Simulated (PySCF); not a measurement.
## Electronic structure of C4H6BrN (SMILES [H]/N=C\C=C(/C)Br) in real space

Input

```
{"job": {"kind": "uv", "xc": "wB97X-D", "basis": "def2-SVPD", "nstates": 8, "ntriplets": 3}, "charge": 0, "multiplicity": 1}
C     -1.619540    -0.666596    -0.185013
C     -0.796356     0.567622    -0.123697
Br    -1.836643     2.172798    -0.312716
C      0.522192     0.688317     0.039358
C      1.459330    -0.412805     0.198185
N      2.706076    -0.316882     0.354015
H     -1.009270    -1.558636    -0.078321
H     -2.151652    -0.712092    -1.136085
H     -2.369299    -0.653339     0.607051
H      0.966235     1.676532     0.061335
H      1.063689    -1.423052     0.183897
H      3.066437     0.637446     0.365963
```

Launched as:

```sh
OMP_NUM_THREADS=1 python probes_run.py task.json out
```

Geometry: GFN2-xTB.

Theory: PySCF 2.14.0, wB97X-D/def2-SVPD, SCF density, gas phase.

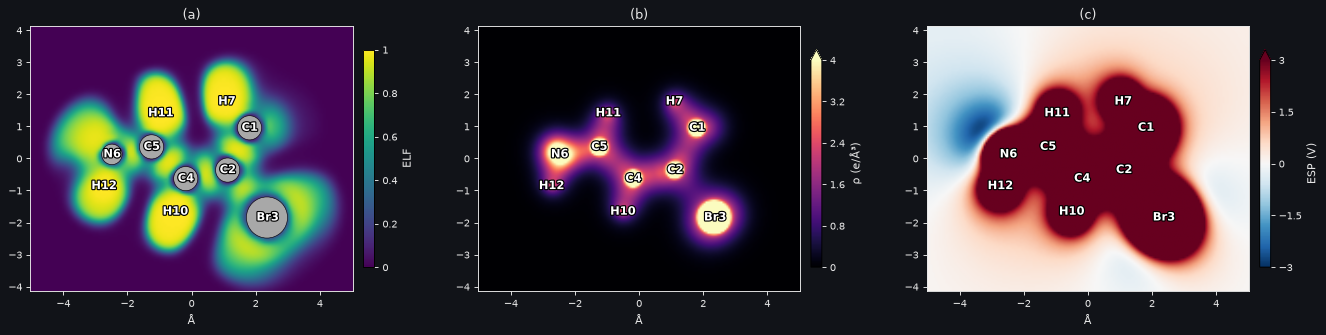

Figure 1. (a) electron localisation function; (b) electron density; (c) molecular electrostatic potential on the plane of atoms C5, C4 and H10. Grey discs cover the atomic cores in the ELF map.

**What does the map show?**

- Atoms in the plane: C, Br, N and H.
- C–N (1.26 Å): the density is about 2.8 e/Å³ at the midpoint; the ELF peaks at about 0.90 between the atoms: a multiple bond.
- C–C (1.33 Å): ρ is about 2.3 e/Å³ halfway; the ELF peaks at about 0.95 between the atoms (a short, multiple covalent bond).
- C–Br (1.92 Å): ρ is about 1.1 e/Å³ halfway; the ELF peaks at about 0.90 between the atoms: localised, covalent bonding.
- N–H (1.02 Å): ρ at the midpoint is about 2.8 e/Å³; the ELF climbs to about 1 towards the hydrogen, as it does in any bond to H: a covalent bond by its length.
- C–C (1.45 Å): ρ at the midpoint is about 1.9 e/Å³; the ELF peaks at about 0.95 between the atoms, as expected for a covalent bond.
- The ELF also peaks beside Br3 and N6, away from the bonds: lone-pair regions.
- Outside the dense part of the molecule the potential is most negative (−2.7 V) near N6.

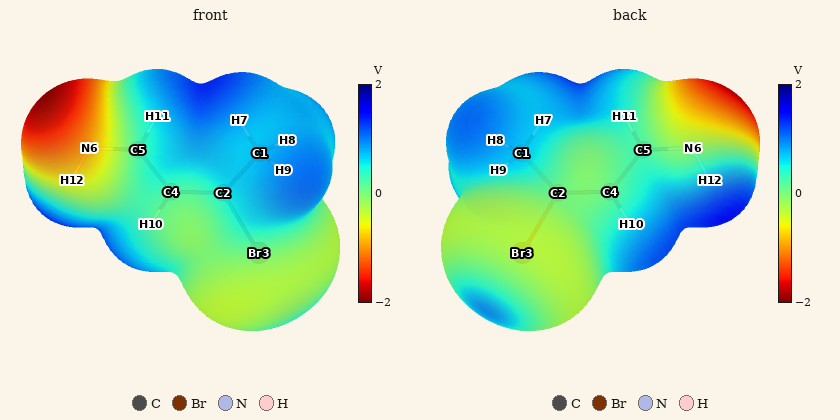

Figure 2. The electrostatic potential painted on the density surface at 0.002 e/bohr³, seen from the front and from behind; the colour scale runs from red (negative) to blue (positive).

**Where is the surface potential most negative and most positive?**

The most negative region (about −1.9 V, or −44 kcal/mol for a unit charge) lies over N6, the most positive (about +1.5 V, or +35 kcal/mol for a unit charge) over H12. Br3 shows a σ-hole: about +0.9 V, or +21 kcal/mol for a unit charge at the tip opposite its bond, against about −0.3 V on its flanks. N6 is the likeliest acceptor of a hydrogen bond.

**How polar is the molecule by this calculation?**

Its dipole moment is 1.69 D.

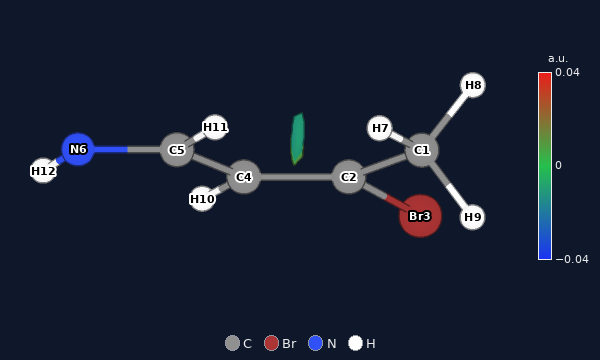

Figure 3. Non-covalent interaction (NCI) plot: the surface where the reduced density gradient is 0.5, for densities under 0.05 a.u., coloured by sign(λ₂)ρ; seen from one side.

**What holds or crowds the atoms apart from the covalent bonds?**

Between H7 and C1 on one side and H11 and C5 on the other: a weak contact, attractive (blue-green) on one side and crowded (olive to red) on the other.
